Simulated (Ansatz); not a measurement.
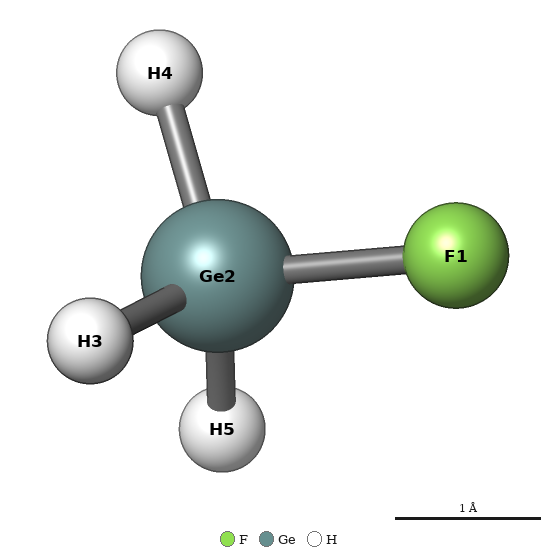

Numbered structure. Computed geometry: PBE-D4/def2-SVP optimisation. No frequency run is at hand to confirm it as a minimum.

Give these bond angles: F1–Ge2–H3, H3–Ge2–H4.

| angle | degrees |
| --- | --- |
| F1–Ge2–H3 | 106.6 |
| H3–Ge2–H4 | 112.0 |
